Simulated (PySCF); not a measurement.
C3H6BF3Si

The calculation's input:

```
{"job": {"kind": "uv", "xc": "PBE0", "basis": "def2-SVPD", "nstates": 8, "ntriplets": 3}, "charge": 0, "multiplicity": 1}
B     -1.871104    -0.965792    -0.457220
C     -1.006108     0.200010     0.092698
C     -1.421527     0.930123     1.139281
Si     0.685596     0.545638    -0.647473
F      1.089273     2.093190    -0.494385
F      0.700624     0.389747    -2.247574
C      2.134774    -0.520123    -0.001335
F      1.949679    -0.887511     1.318074
H     -3.034902    -0.902763    -0.390409
H     -1.357823    -1.905344    -0.924314
H     -0.824325     1.711623     1.584350
H     -2.375793     0.742334     1.606930
H      3.085796     0.019768    -0.037738
H      2.245163    -1.451373    -0.563051
```

Launched as:

```sh
OMP_NUM_THREADS=1 python probes_run.py task.json out
```

Geometry: GFN2-xTB.

Computed with PBE0/def2-SVPD, SCF density, gas phase (PySCF).

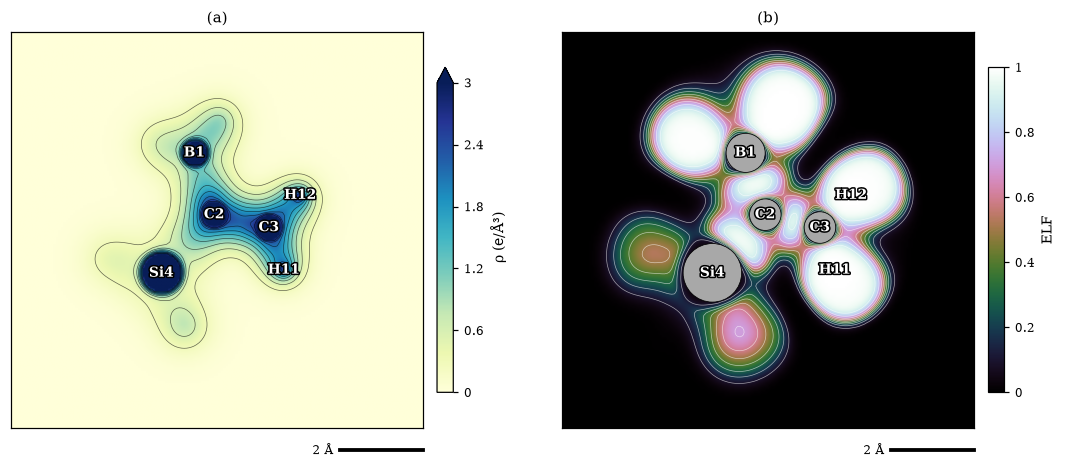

Figure 1. (a) electron density; (b) ELF on the plane of atoms C2, C3 and H11. Grey discs cover the atomic cores in the ELF map.

Q: What does the map show?

A: Atoms in the plane: B, C, Si and H. C–C (1.34 Å): the density is about 2.2 e/Å³ at the midpoint; the ELF peaks at about 0.95 between the atoms; a multiple bond. C–B (1.55 Å): ρ is about 1.4 e/Å³ halfway; the ELF peaks at about 0.95 between the atoms: a shared electron pair. C–Si (1.88 Å): ρ at the midpoint is about 0.98 e/Å³; the ELF peaks at about 0.95 between the atoms: localised, covalent bonding. C–H (1.08 Å): ρ at the midpoint is about 2 e/Å³; the ELF climbs to about 1 towards the hydrogen, as it does in any bond to H (a covalent bond by its length).

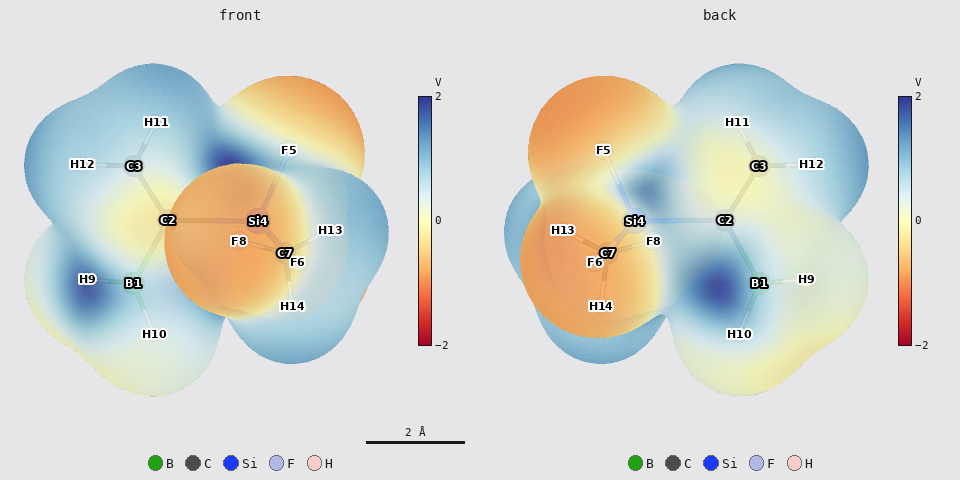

Figure 2. The molecular electrostatic potential painted on the density surface at 0.002 e/bohr³, seen from the front and from behind; the colour scale runs from red (negative) to blue (positive).

Q: Which sites attract a positive test charge, and which a negative one?

A: A positive charge is drawn to the negative regions and a negative charge to the positive ones. The most negative region (about −0.9 V) lies over F5 and F6, the most positive (about +1.8 V) over B1 and Si4.

Q: What dipole moment does the calculation give?

A: Its dipole moment is 1.32 D.
